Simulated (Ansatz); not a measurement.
Base system: ZnInGaO4 (space group R3m, No. 160; a = 3.315 Å, c = 25.751 Å (hexagonal axes)).

The same geometry is solved again with r2SCAN.

Levels (all Ansatz, a program for electronic structure, PAW): r2SCAN (500 eV, scalar-relativistic without spin-orbit coupling); PBEsol (420 eV, no spin-orbit coupling).

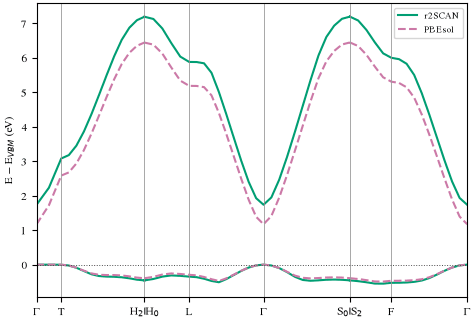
Figure: Highest valence and lowest conduction band along the path, each from its own valence-band maximum

Task: From the figure, how large is the r2SCAN gap, and is it direct?

Result: About 1.7 eV, direct at Γ.

Single points use the geometry relaxed with PBEsol. Stability against distortions was not tested.
